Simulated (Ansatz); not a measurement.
**Hypothetical fluorite ZrS2: response to strain**

Take ZrS2 in the fluorite structure (space group Fm-3m, No. 225; a = 6.256 Å; a hypothetical phase, not in the database extracts checked) as the base. Axes: x, y, z lie along the cube axes.

Strains are applied to the cell and any free atomic positions relax; under biaxial strain the out-of-plane vector relaxes too.

Method: Ansatz (a quantum-chemistry and plane-wave program), r2SCAN, PAW, cutoff 500 eV, no SOC.

Notes on the quantities. energy relative to the base: free energy F.

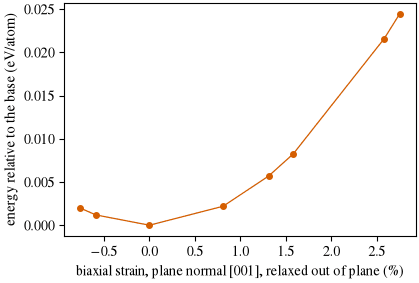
Fig. 1. Energy relative to the base against biaxial strain, plane normal [001], relaxed out of plane

Task: From the plot, what is the energy relative to the base for biaxial strain +2.75 %, plane normal [001], relaxed out of plane?

Result: About 0.024 eV/atom.

Task: Is the trend monotonic over the range shown?

Result: No, it turns within the range, spanning 0 meV/atom to +24 meV/atom.

The mesh was chosen for an insulator and is coarse for the gapless case. No phonon test of stability was made. All final runs are without spin polarisation.
